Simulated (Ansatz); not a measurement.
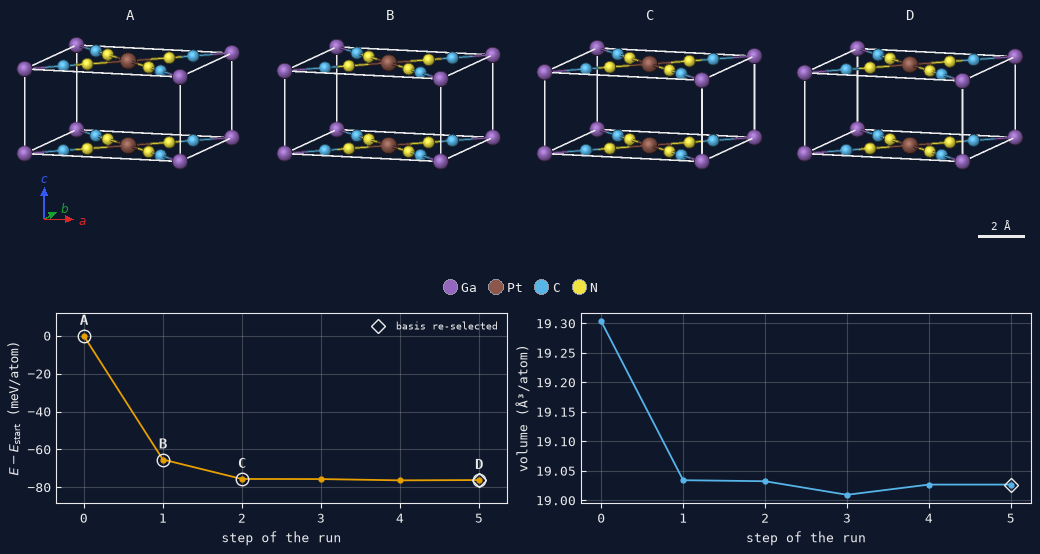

Frames of a relaxation of a crystal of GaPtC$_{4}$N$_{4}$ (a generated structure, set up in P4/mmm) (coarse preliminary run), marked on the history of the run. A ball-and-stick model of the cell of the calculation, seen slightly off an axis.

Level of theory: DFT PBE, scalar-relativistic, plane waves, PAW in Ansatz 0.2.0. (plane-wave cutoff 420 eV; k-point mesh 4 × 4 × 4; occupations gaussian; smearing width 0.1 eV; no spin polarisation; cell and atoms relaxed; force threshold 0.04 eV/Å; at most 70 steps)

Question: Describe the path.

Answer: The largest moves relative to the cell, 0.11 Å, are those of C atoms. By element the largest moves are C 0.11 Å, N 0.09 Å. Ga and Pt stay in place. Cell: a = b 7.175 → 7.290 Å (+1.6 %), c 3.750 → 3.581 Å (−4.5 %). Volume −1.4 %. Some distances before and after: C–Ga 1.896 → 2.036 Å, N–Pt 2.008 → 1.952 Å. The space group stays P4/mmm (No. 123). After 4 accepted moves (5 points after the start) the energy has fallen by 76.2 meV per atom. Largest force component: 1.9 eV/Å at the start, 0.0099 eV/Å at the end. Pressure: 2.33 GPa at the start and −0.03 GPa at the end. The SCF was repeated once at an unchanged geometry on a basis and grid sized afresh for the cell, which shifted the energy by 0.2 meV per atom at most. From step 0 to 1: C atoms move most (0.07 Å), volume −1.4 %, energy −65.3 meV per atom. From step 1 to 2: C atoms move most (0.03 Å), energy −10.3 meV per atom. From step 2 to 5: energy −0.6 meV per atom.

Limits of the set-up: the k-point mesh is coarse for a cell with partly filled bands.
